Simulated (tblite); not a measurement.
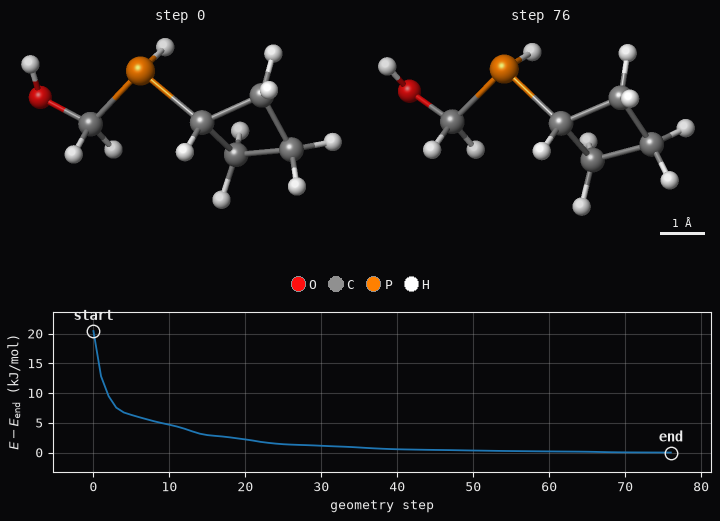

First and last geometry of a relaxation of C5H11OP, with the history of the run. A ball-and-stick model, seen at a tilt.

Computed with GFN2-xTB geometry optimisation, gas phase (tblite 0.8.0). 

**Read the history and describe the run.**

It converged. The largest move after the best rigid fit is that of an H atom, 0.46 Å. Largest moves by element: H 0.46 Å, O 0.29 Å, C 0.18 Å, P 0.10 Å. Near-neighbour distances that change, for instance: C–P 1.842 → 1.877 Å, C–O 1.433 → 1.404 Å, C–P 1.881 → 1.857 Å, H–P 1.420 → 1.400 Å. Among the angles between lasting bonds that change: O–C–H 106.7° → 111.5°, C–O–H 105.1° → 109.1°, C–C–C 86.7° → 89.8°. Groups turn about C–O by about 25°. After 76 geometry steps the energy has fallen by 20.4 kJ/mol.
